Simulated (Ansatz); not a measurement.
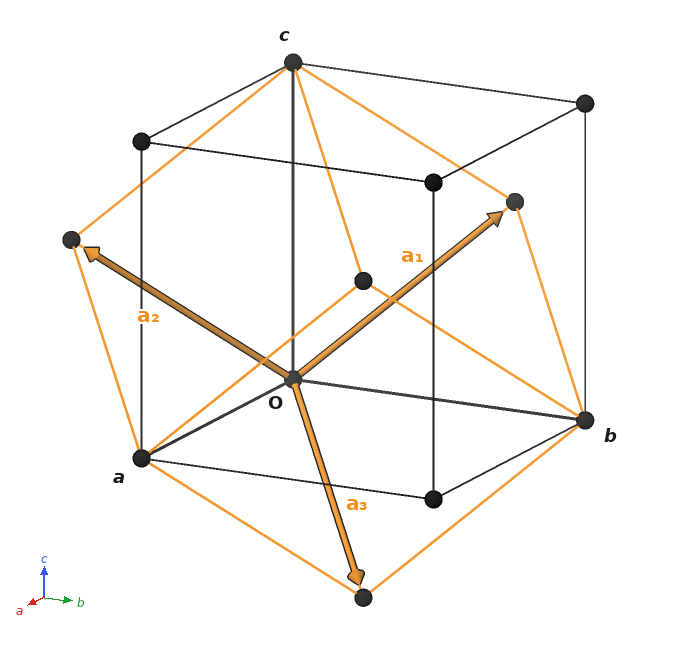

Crystal: RbGe6, the geometry relaxed with Ansatz 0.2.0, DFT PBE, scalar-relativistic, plane waves, PAW; the starting structure was generated, so it need not be a known form of this composition. The conventional cell (thin) and a primitive cell (coloured, vectors a₁, a₂, a₃), with the lattice points alone. All values are computed from the atomic coordinates in the standard setting (tolerance 0.002 Å).

a = 7.203 Å, b = 7.203 Å, c = 7.203 Å, α = 90.00°, β = 90.00°, γ = 90.00°.

What is the centring, and how are the primitive vectors built?

Answer. I, body-centred cubic, with lattice points at (0, 0, 0), (1/2, 1/2, 1/2). a₁ = −1/2 a + 1/2 b + 1/2 c; a₂ = 1/2 a − 1/2 b + 1/2 c; a₃ = 1/2 a + 1/2 b − 1/2 c.

Give the primitive cell's size and content.

Answer. Edges 6.238, 6.238, 6.238 Å; angles 109.47°, 109.47°, 109.47°; volume 186.84 Å³, 1/2 of the conventional cell; 7 of its 14 atoms.
